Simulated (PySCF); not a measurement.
GeH₁₂N₂Si₃

```xyz
18

N    -0.8424    2.1086   -0.3185
Si   -0.9951    0.6093    0.5335
Si   -2.8950   -0.4389   -0.2791
Ge    1.0382   -0.5244    0.1460
N     0.5837   -1.8547   -1.0453
Si    3.0121    0.3762   -0.7611
H    -1.6167    2.7525   -0.3249
H     0.0216    2.6248   -0.2604
H    -1.1131    0.8185    2.0012
H    -3.0162   -0.4235   -1.7390
H    -2.9345   -1.8533    0.1182
H    -4.1386    0.1494    0.2343
H     1.4345   -1.2334    1.4854
H     1.3100   -2.5032   -1.3127
H    -0.2473   -2.3939   -0.8482
H     4.1280   -0.5760   -0.7717
H     2.8062    0.8223   -2.1405
H     3.4558    1.5459    0.0065
```

Geometry: GFN2-xTB.

The calculation used PySCF 2.14.0, wB97X-D/def2-SVPD, SCF density, gas phase.

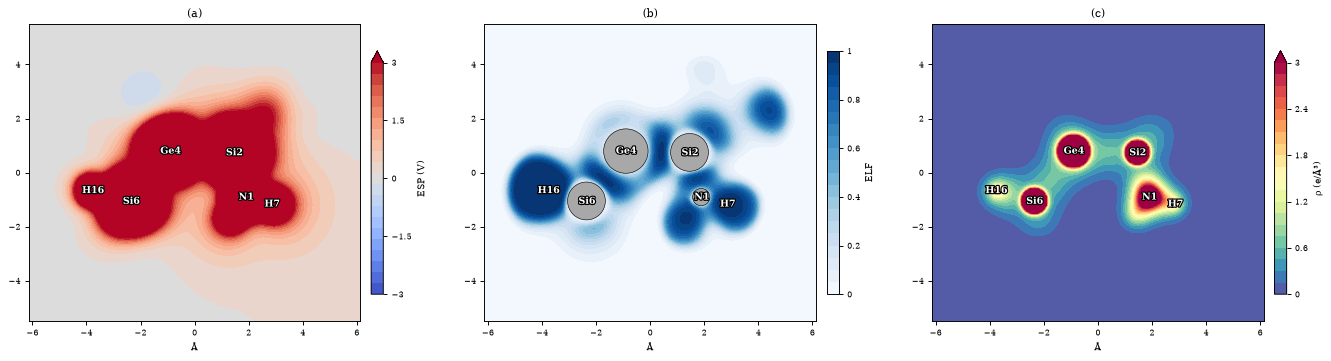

Figure 1. (a) electrostatic potential; (b) ELF; (c) electron density on the plane of atoms Ge4, Si6 and H16. Grey discs cover the atomic cores in the ELF map.

Describe what can be read from this map.

Answer. The section cuts through N, Si, Ge and H sites.
Si–N (1.73 Å): the density is about 1.1 e/Å³ at the midpoint; the ELF peaks at about 0.90 between the atoms: a polar covalent bond.
Si–Ge (2.35 Å): ρ is about 0.64 e/Å³ halfway; the ELF peaks at about 0.95 between the atoms, as expected for a covalent bond.
N–H (1.01 Å): the density is about 2.8 e/Å³ at the midpoint; the ELF climbs to about 1 towards the hydrogen, as it does in any bond to H; a covalent bond by its length.
Si–H (1.47 Å): the density is about 0.78 e/Å³ at the midpoint; the ELF climbs to about 1 towards the hydrogen.
Outside the dense part of the molecule the potential is most negative (−0.3 V) near H13, which lies off the plane.

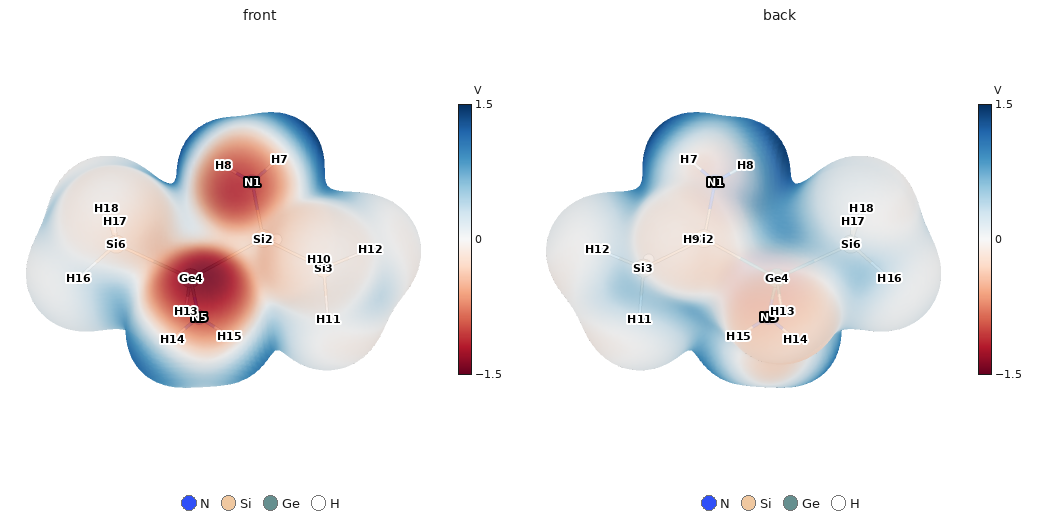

Figure 2. The molecular electrostatic potential painted on the density surface at 0.001 e/bohr³, seen from the front and from behind; the colour scale runs from red (negative) to blue (positive).

Where is the surface potential most negative and most positive?

Answer. The most negative region (about −1.4 V) lies over N5, the most positive (about +1.4 V) over H7 and H8. N5 is the likeliest acceptor of a hydrogen bond.
